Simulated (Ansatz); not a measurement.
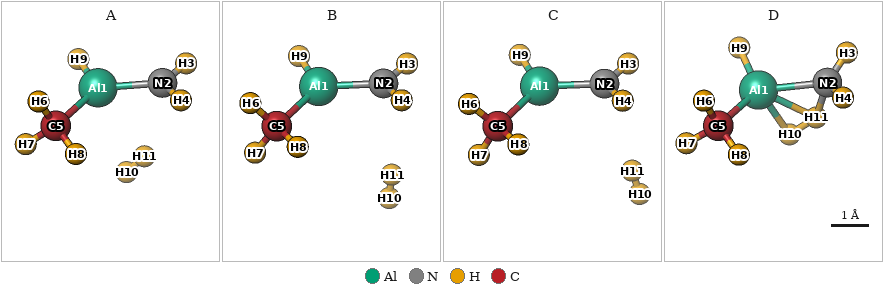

4 geometries from a converged minimum-energy path of CH₈AlN, made up at the start of CH6AlN and H₂, shuffled. The picture is a ball-and-stick view, seen at a tilt.

The calculation used RKS B3LYP/6-31G* in Ansatz 0.2.0. Run with 9 movable images; climbing image; force threshold 0.03 eV/Å; iteration limit 60; starting path through a guess of the saddle point.

Which of them lies highest in energy?

D. In order along the path, whose images run from 0 to 10: C (image 1, +0.3 kJ/mol), B (image 2, +1.2 kJ/mol), A (image 4, +8.5 kJ/mol), D (image 6, +97.9 kJ/mol). Breaking: H10–H11 (0.74 → 1.00 at the top → 2.96 Å). Forming: Al1–H10 (4.55 → 1.84 at the top → 1.61 Å), N2–H11 (2.82 → 1.42 at the top → 1.02 Å).

Limits of the set-up: the start holds two separate molecules, 2.8 Å apart at their closest, whose relative position is a soft coordinate and is computed without a dispersion correction.
